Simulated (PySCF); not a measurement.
**C6H7FO (charge −1, doublet): density, localisation and related maps**

```yaml
atoms:
  - { symbol: O, position_ang: [0.5943, -2.7802, 0.1769] }
  - { symbol: C, position_ang: [0.4660, -1.5253, 0.0387] }
  - { symbol: C, position_ang: [1.5016, -0.5868, 0.0583] }
  - { symbol: C, position_ang: [1.3255, 0.7829, -0.0672] }
  - { symbol: C, position_ang: [-0.0375, 1.3812, -0.2244] }
  - { symbol: C, position_ang: [-1.0539, 0.4410, 0.3999] }
  - { symbol: F, position_ang: [-2.3553, 0.9592, 0.2066] }
  - { symbol: C, position_ang: [-0.9478, -0.9459, -0.1905] }
  - { symbol: H, position_ang: [2.5090, -0.9649, 0.1926] }
  - { symbol: H, position_ang: [2.1708, 1.4566, -0.0690] }
  - { symbol: H, position_ang: [-0.3148, 1.5286, -1.2834] }
  - { symbol: H, position_ang: [-0.0964, 2.3666, 0.2574] }
  - { symbol: H, position_ang: [-0.9280, 0.4065, 1.4898] }
  - { symbol: H, position_ang: [-1.6863, -1.6156, 0.2593] }
  - { symbol: H, position_ang: [-1.1516, -0.8959, -1.2668] }
```

Geometry: GFN2-xTB.

These are results of UKS B3LYP, pcH-1 on C F H O, non-relativistic, mean-field spin-orbit, GIAO (PySCF), not measurements.

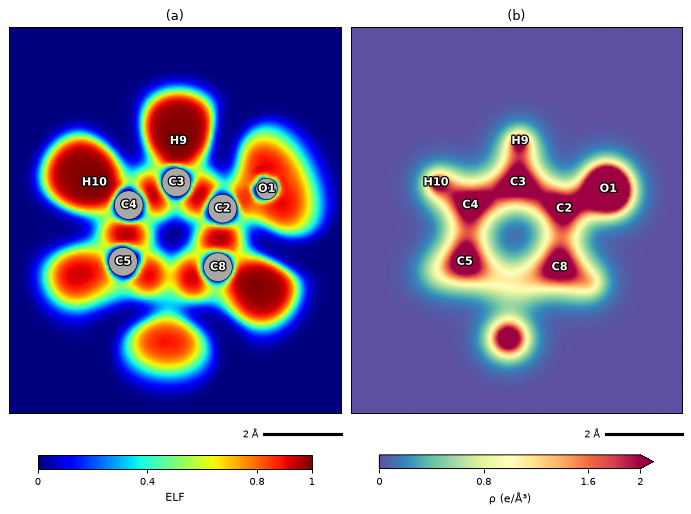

Figure 1. (a) electron localisation function; (b) electron density on the plane of atoms C3, C4 and H10. Grey discs cover the atomic cores in the ELF map.

### Describe what can be read from this map.

- Atoms in the plane: O, C and H.
- C–O (1.27 Å): the density is about 2.8 e/Å³ at the midpoint; the ELF peaks at about 0.85 between the atoms, as expected for a polar covalent bond.
- C–C (1.39 Å): ρ at the midpoint is about 2.1 e/Å³; the ELF peaks at about 0.95 between the atoms; localised, covalent bonding.
- C–H (1.08 Å): ρ at the midpoint is about 1.9 e/Å³; the ELF climbs to about 1 towards the hydrogen, as it does in any bond to H (an ordinary covalent bond to hydrogen).
- C–C (1.50 Å): ρ at the midpoint is about 1.7 e/Å³; the ELF peaks at about 0.95 between the atoms: localised, covalent bonding.
- C–C (1.55 Å): the density is about 1.6 e/Å³ at the midpoint; the ELF peaks at about 0.95 between the atoms; a shared electron pair.
- The ELF also peaks beside F7 and O1, away from the bonds: non-bonding electrons, paired or unpaired.

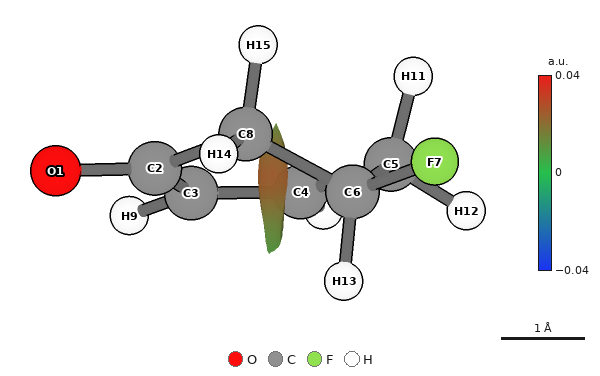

Figure 2. Non-covalent interaction (NCI) plot: the surface where the reduced density gradient is 0.5, for densities under 0.05 a.u., coloured by sign(λ₂)ρ; seen from one side.

### Which non-covalent interactions does the plot reveal?

Inside the ring or cage of C2, C3, C4, C5, C6 and C8: steric crowding (red).
